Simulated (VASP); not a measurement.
Band structure of Rb (space group Im-3m). Calculation: PBE GGA, VASP's PBE PAW potentials (set 64) (plane waves; VASP).

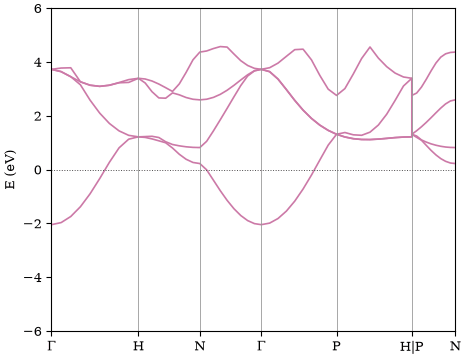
*Bands along high-symmetry lines, zero at the valence-band maximum or, without a gap, the Fermi level*

### Question
Read the plot: is there a gap, and where are the band edges?

### Answer
It has no gap at this level: it comes out as a metal or semimetal.

The structure is a typed Rb crystal. The cell was not relaxed at this level.
